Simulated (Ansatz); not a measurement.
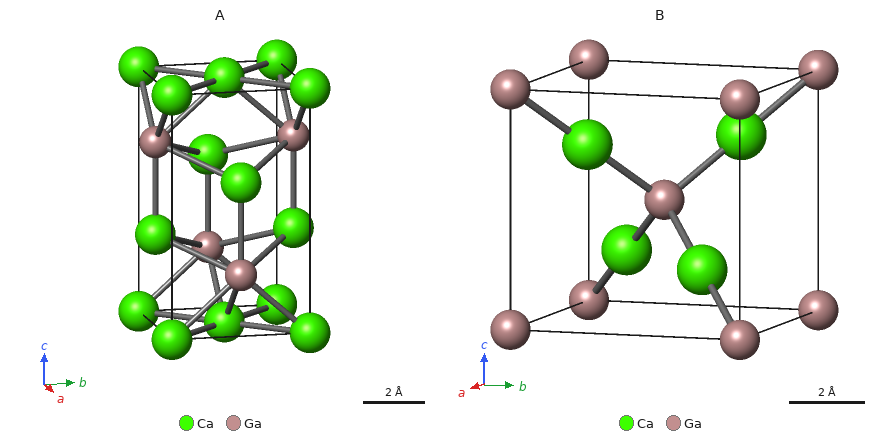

Two structures of Ca$_{2}$Ga, each relaxed to rest (conventional cells in solid outline, small ones repeated, not to one scale). Method: Ansatz, DFT PBE, scalar-relativistic, plane waves, PAW, without spin polarisation.

> Characterise the two forms.

A: 6 atoms a cell on a primitive tetragonal lattice, P4/nmm. B: cuprite (Cu₂O) type, Pn-3m.

> A or B: which is lower in energy?

A is lower, by 550 meV/atom at this level of theory (energies at zero smearing). Volumes: A 30.9, B 45.4 Å³/atom.

One or both may be structure types tried for this composition rather than known phases.
